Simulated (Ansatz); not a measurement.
## CH$_{7}$B$_{2}$GaO: single-point calculation

The run: single-point calculation of CH$_{7}$B$_{2}$GaO. Method and program: RKS wB97M-V/def2-QZVPP (Ansatz 0.2.0).

The geometry comes from this level: PBE0-D4/def2-TZVP.

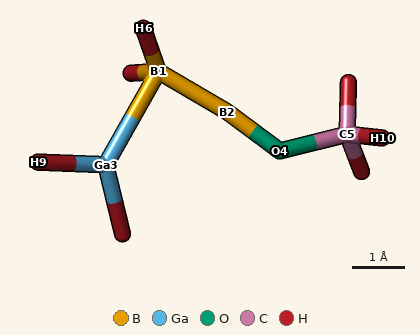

The structure (stick view, seen on its broad side; atoms are numbered from 1 in the order of the input). Sticks mark near contacts.

### Input
```yaml
crystal:
  periodic: [false, false, false]
  atoms:
    - {symbol: B, position_ang: [-0.934143, 0.979376, 0.899934]}
    - {symbol: B, position_ang: [0.015251, 0.311679, -0.127508]}
    - {symbol: Ga, position_ang: [-0.396597, -0.520152, 2.305688]}
    - {symbol: O, position_ang: [0.852981, -0.332303, -0.875609]}
    - {symbol: C, position_ang: [0.955401, -0.215134, -2.296452]}
    - {symbol: H, position_ang: [-0.763295, 2.078724, 1.335819]}
    - {symbol: H, position_ang: [-2.042041, 0.467085, 0.922701]}
    - {symbol: H, position_ang: [-0.328512, -2.060477, 1.946834]}
    - {symbol: H, position_ang: [-0.329797, -0.122751, 3.829178]}
    - {symbol: H, position_ang: [1.971756, 0.095171, -2.534621]}
    - {symbol: H, position_ang: [0.239926, 0.514193, -2.677648]}
    - {symbol: H, position_ang: [0.759080, -1.195431, -2.728315]}
basis:
  gaussian: {orbitals: "def2-QZVPP.json"}
hamiltonian: {xc: {name: wB97M-V}}
output: {orbitals: {seedname: orbitals}}
```

Launched with:
```bash
ansatz run in.yaml --threads 4 --pin off --events-out ev --progress --plain --max-ram 10444MiB
```

### What the program printed
```
Functional definition: wB97M-V
  name "wB97M-V"
  cite "Mardirossian & Head-Gordon, J. Chem. Phys. 144, 214110 (2016) doi:10.1063/1.4952647"
  cite "Becke, J. Chem. Phys. 107, 8554 (1997) doi:10.1063/1.475007"
  cite "Vydrov & Van Voorhis, J. Chem. Phys. 133, 244103 (2010) doi:10.1063/1.3521275"
  # Of w^i u^j: cxij and so on, Table III.
  parameter omega = 0.3/bohr
  parameter cx = 0.15
  parameter cx01 = 1.007
  parameter cx10 = 0.259
  parameter css00 = 0.443
  parameter css04 = -1.437
  parameter css10 = -4.535
  parameter css20 = -3.390
  parameter css43 = 4.278
  parameter cos00 = 1.000
  parameter cos10 = 1.358
  parameter cos20 = 2.924
  parameter cos21 = -8.812
  parameter cos60 = -1.390
  parameter cos61 = 9.142
  parameter b = 6.0
  parameter c = 0.01
  gx(w, u) = 1 - cx + cx01*u + cx10*w
  gss(w, u) = css00 + css04*u^4 + css10*w + css20*w^2 + css43*w^4*u^3
  gos(w, u) = cos00 + cos10*w + (cos20 + cos21*u)*w^2 + (cos60 + cos61*u)*w^6
  exchange = spin_sum(e_x_unif_sr(omega)*gx(b97_w, b97_u_x)) + cx*exact_x_sr(omega) + exact_x_lr(omega)
  correlation = spin_sum(e_c_pw_mod_same_spin*gss(b97_w, b97_u_same))
      + integral(e_c_pw_mod_opposite_spin*gos(b97_w_opposite, b97_u_opposite)) + vv10(b, c)
1764 factors; their error is unknown
464 factors; integrals over basis functions are off by at most 7.2e-6 eV
mean field evaluation 1: about -56921.4201 eV, gradient 4.9e1 eV
mean field evaluation 2: about -56923.3328 eV, gradient 4.5e1 eV
mean field evaluation 4: about -56926.1395 eV, gradient 2.0e0 eV
mean field evaluation 8: about -56926.1565 eV, gradient 1.2e-1 eV
mean field evaluation 16: about -56926.2402 eV, gradient 4.6e-4 eV
mean field -56926.24020830 eV, -2092.0007416635 hartree, gradient 8.7e-5 eV, S^2 0.000000; 0 other end points of the search recorded, 0 dependent functions left out
reference -56926.24028969 eV, -2092.0007446544 hartree; 31, 31 occupied and 496, 496 virtual orbitals, 1764 factors
Total energy: -56926.24028969 eV, -2092.0007446544 hartree
```

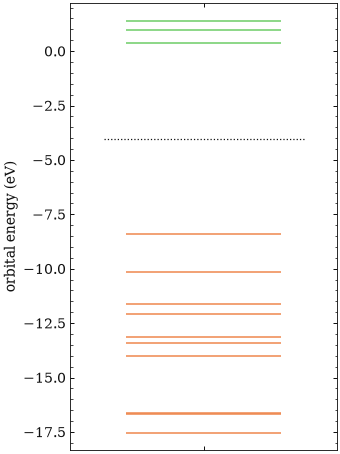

Orbital energies near the frontier; the dotted line parts filled from empty levels, and levels within 0.02 eV of each other stand side by side. Highest filled −8.41 eV, lowest empty 0.37 eV, 8.78 eV apart.

### Summary

| quantity | value |
| --- | --- |
| outcome | converged |
| total energy | −56926.2403 eV |
| SCF solution under orbital rotations | stable |
| HOMO | −8.41 eV |
| LUMO | 0.37 eV |
| hardware | 4 threads of Arm Neoverse V1, 23 GiB of memory available, shared host |
| wall time | 28 s (CPU time 1.8 min) |
| peak memory | 2.6 GiB |
